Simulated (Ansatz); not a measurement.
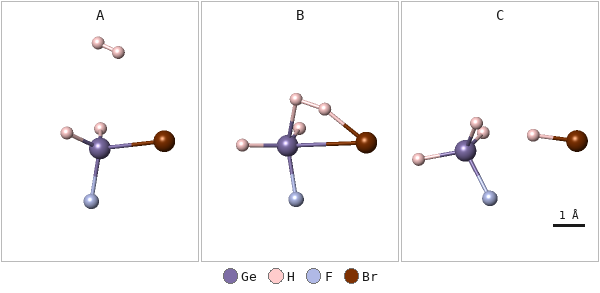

3 geometries from a converged minimum-energy path of GeH4BrF, shuffled. A ball-and-stick model, seen at a tilt.

Theory: RKS PBE-D4/def2-SVP in Ansatz. Settings: 7 movable images; climbing image; force threshold 0.03 eV/Å; iteration limit 60; starting path through a guess of the saddle point.

> Which frame is the top of the path?

B. In order along the path, whose images run from 0 to 8: C (image 2, +5.8 kcal/mol), B (image 4, +35.7 kcal/mol), A (image 8, −9.2 kcal/mol). Breaking: Br–H (1.45 → 3.28 Å), Ge–H (1.54 → 3.43 Å). Forming: Br–Ge (3.98 → 2.31 Å), H–H (3.23 → 0.77 Å).
